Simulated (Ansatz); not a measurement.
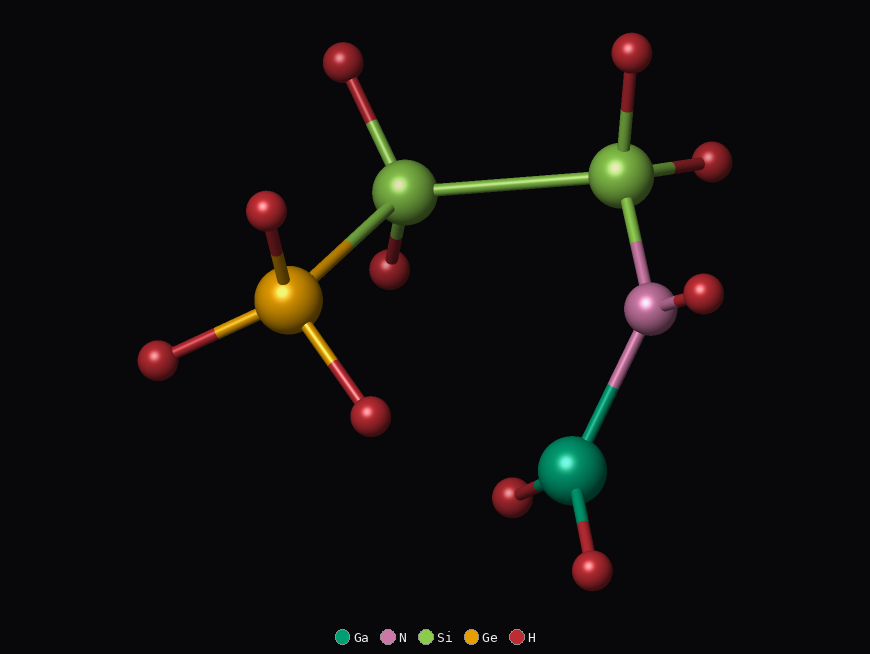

Ball-and-stick drawing of a structure. Every bond is drawn as one stick, whatever its order.

> Which formula does it have?

GaGeH10NSi2, 15 atoms: 1 gallium, 1 germanium, 10 hydrogen, 1 nitrogen and 2 silicon.

> Which point group does it belong to?

C1.

> Count the bonded pairs by element.

4 Si–H, 3 Ge–H, 2 Ga–H, 1 Ga–N, 1 N–Si, 1 Si–Si, 1 Ge–Si, 1 N–H.

The parts below concern this one geometry. Atoms keep their numbers from picture to picture. The geometry was computed by an optimisation with PBE0-D4/def2-TZVP.

Geometry

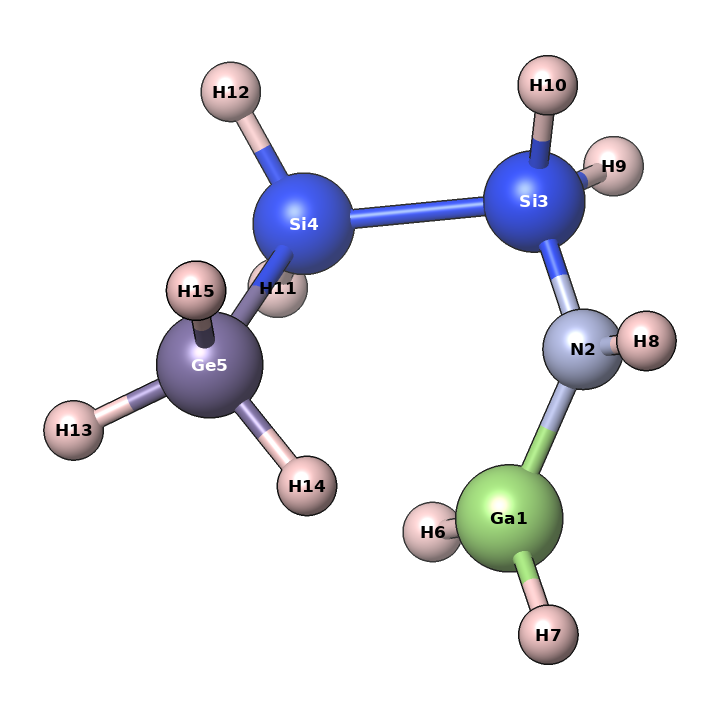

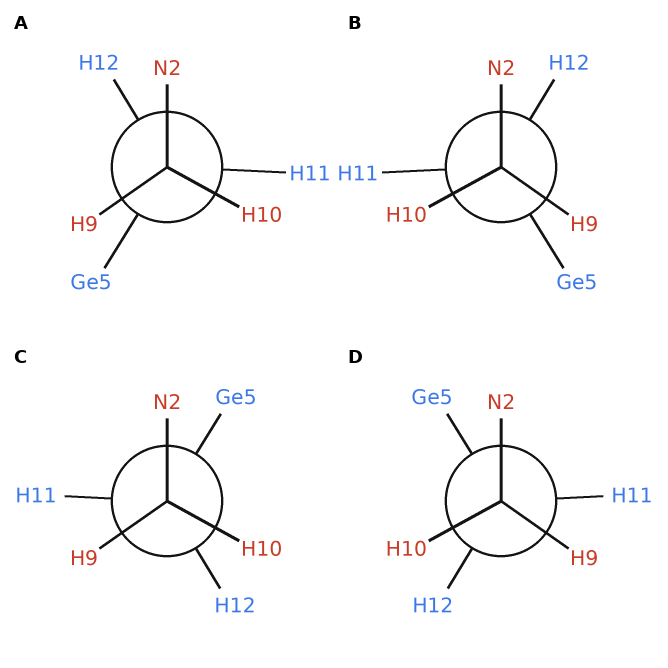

Distant atoms are faded towards the background colour. Bonds that would overlap in a projection are set slightly apart.

> Which Newman projection shows the view along Si3–Si4, with Si3 in front?

C. The torsion angle N2–Si3–Si4–Ge5 is 32°, synclinal (gauche).

Dipole moment

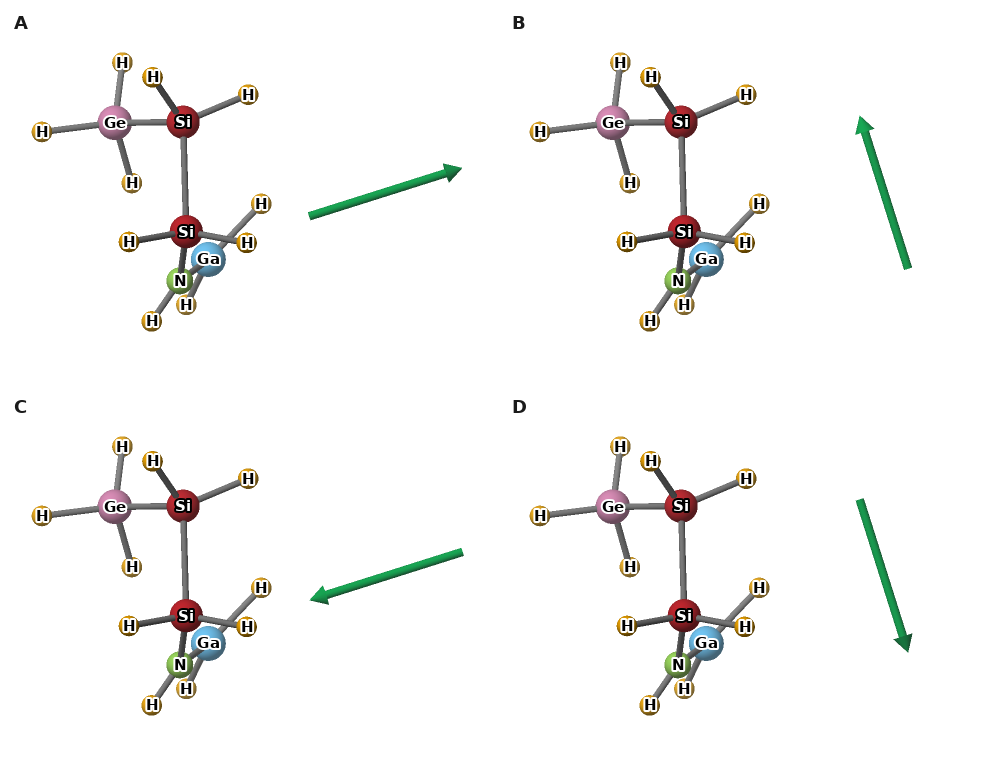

The same molecule four times, each with an arrow. Properties computed with RKS PBE-D4/def2-TZVPP (Ansatz 0.2.0).

> Which arrow points along the dipole moment, from the negative to the positive end?

C. The dipole moment is 0.74 D.

Vibrations

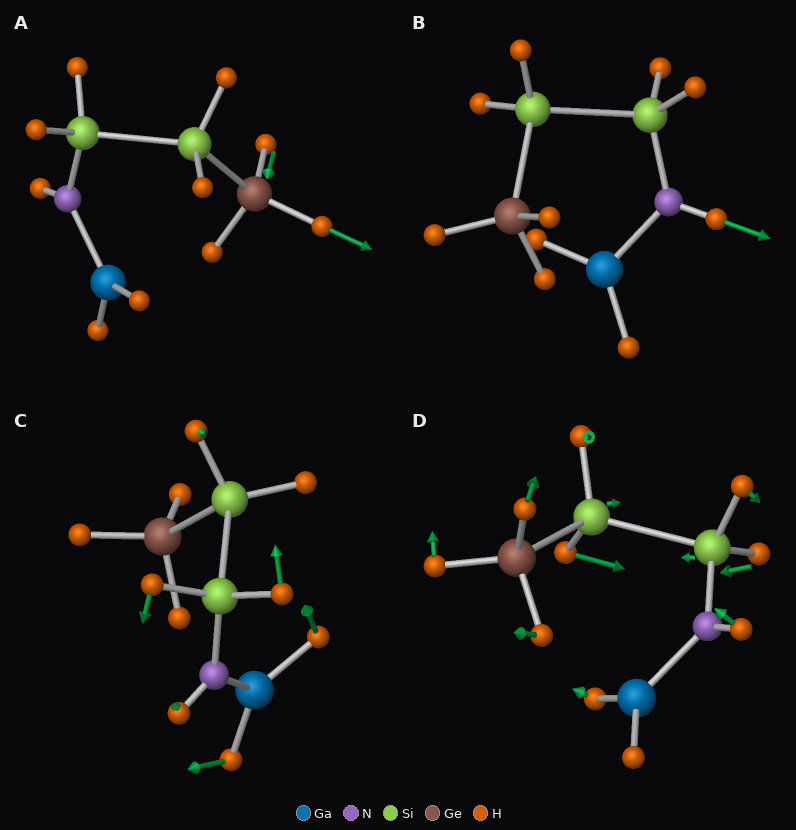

4 normal modes of one molecule or complex, as arrows. Harmonic vibrations computed with RKS PBE0-D4/def2-TZVP (Ansatz 0.2.0) at a stationary point of the same level.

> Match the panels to the wavenumbers 432 cm⁻¹, 718 cm⁻¹, 2156 cm⁻¹, 3620 cm⁻¹.

A: 2156 cm⁻¹, out-of-phase stretching of 2 Ge–H bonds
B: 3620 cm⁻¹, N–H stretching
C: 718 cm⁻¹, angle bending
D: 432 cm⁻¹

Charges

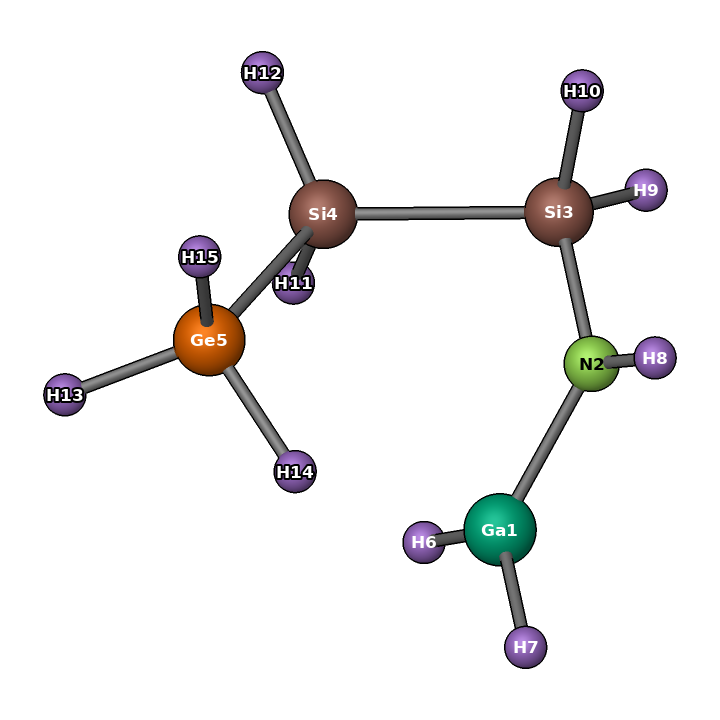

The questions are on Mulliken charges. Method: RKS PBE0-D4/def2-TZVP (Ansatz 0.2.0).

List the Mulliken charges.

```tsv
atom	value (e)
Ga1	0.25
N2	−0.51
Si3	0.23
Si4	−0.05
Ge5	−0.01
H6	−0.06
H7	−0.07
H8	0.23
H9	−0.03
H10	−0.03
H11	0.01
H12	−0.01
H13	0.02
H14	0.01
H15	0.02
```

Mulliken values depend strongly on the basis set and can even reverse the polarity of a bond.
